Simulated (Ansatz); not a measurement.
Start from BN in the zinc blende structure (space group F-43m, No. 216; a = 3.6057 Å).

One thing is altered: every N is replaced by Bi, then cell and atoms are relaxed.

Method: Ansatz (an electronic-structure program) PBEsol, no SOC.

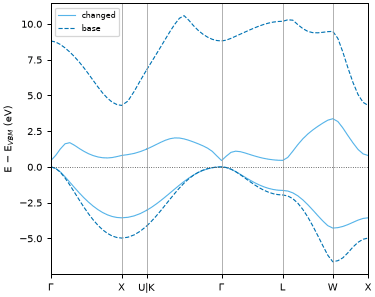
Highest valence and lowest conduction band along the path, each from its own valence-band maximum

**Question.** From the figure, how large is the changed gap, and is it direct?

**Answer.** About 0.4 eV, direct at Γ.

Spin-orbit coupling, missing from the scalar runs, can matter with Bi. No phonon test of stability was made. As relaxed here, BiB is a hypothetical phase, not in the database extracts checked.
